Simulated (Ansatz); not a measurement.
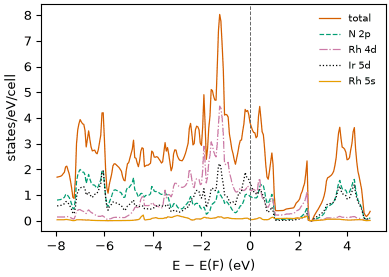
Figure: Total and projected density of states of IrRhN2 in space group R-3m (No. 166; Ir on 3b, Rh on 3a, N on 6c), PBE (plane waves, PAW; program Ansatz)

Task: Which orbitals carry the states next to the Fermi level?

Result: Within 0.5 eV of the Fermi level: Ir 5d 35 %, Rh 4d 34 %, N 2p 25 %. Projections are on Löwdin-orthogonalised atomic valence shells; empty p or d shells of many metals are not among them.

Task: Where is the tallest occupied peak in this window, and what makes it?

Result: Near -1.2 eV, about 8.0 states/eV per cell; the largest projected share is Rh 4d.

The start of the workflow was typed in or built on a structure type; neither database checked (COD, Materials Project) lists it. Whether it is the stable phase at ambient conditions was not checked. The PBE relaxation kept the symmetry of its start; its stability against distortions is not shown here. The workflow began spin-polarised and lost its moments. Its formation energy is positive at this level, so the cell may be metastable or incomplete. Scalar-relativistic: spin–orbit coupling is off unless named, which matters more the heavier the elements.

Potentials: the earlier of the program's two PAW sets.
